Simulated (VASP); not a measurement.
Consider the following.

```
AlSc
1.0
    0.00000     2.82742     2.82742
    2.82742     0.00000     2.82742
    2.82742     2.82742     0.00000
Sc Al
1 1
Direct
  0.00000   0.00000   0.00000
  0.50000   0.50000   0.50000
```

Computed with r2SCAN meta-GGA, VASP's PBE PAW potentials (set 64) (plane waves; VASP 6.6.1). Numerical set-up: 400 eV cut-off, 13×13×13 Γ-centred mesh, tetrahedra with Blöchl corrections, potentials Sc_sv Al.

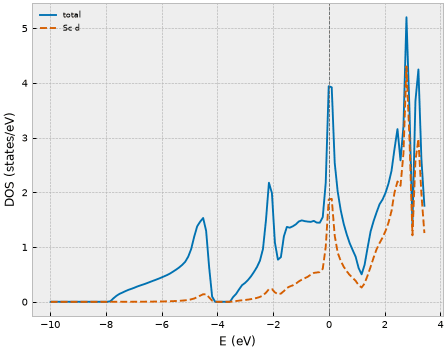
*Total and projected density of states, zero at the Fermi level*

Within 2 eV below the Fermi level the largest weight inside VASP's projection spheres is Sc d, then Al p.

It has no gap at this level: it comes out as a metal or semimetal.

The structure was generated: ScAl was put into the rock salt type (Fm-3m), which need not be its known phase. It was relaxed first, which changed the volume by -27 %.
